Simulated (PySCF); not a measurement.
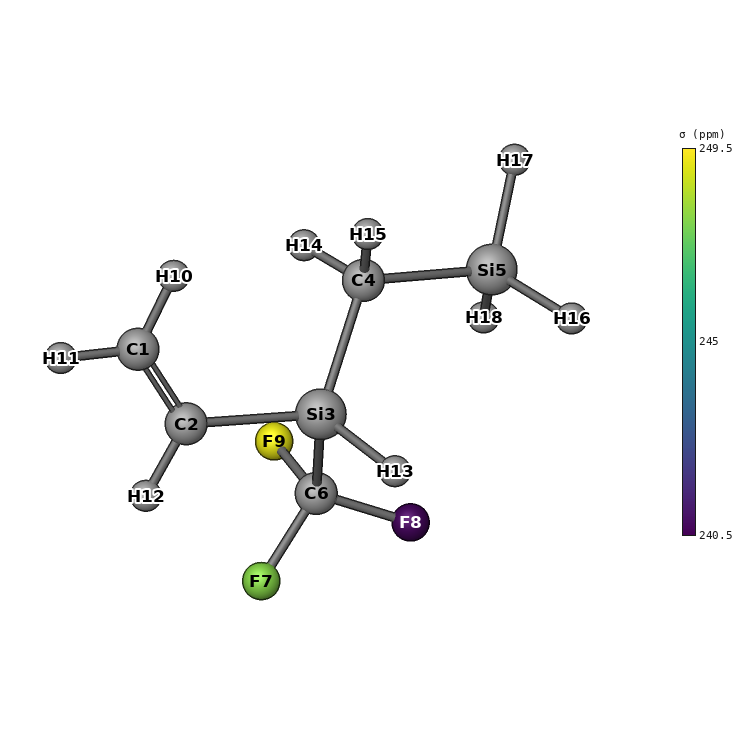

Atoms are coloured by their isotropic NMR shieldings (F only, the others grey). The computed structure is the end point of a GFN2-xTB optimisation. No frequency run is at hand to confirm it as a minimum. Properties computed with GIAO PBE0/pcSseg-1 NMR shielding, non-relativistic, gas phase (PySCF 2.14.0).

Give the isotropic NMR shieldings of the F atoms atom by atom.

```csv
atom,σ (ppm)
F7,247.9
F8,240.7
F9,249.2
```

The geometry is semi-empirical. Around Si such bond lengths and angles can be off by a tenth of an ångström or more and by several degrees, and values that hang on the shape move with them.
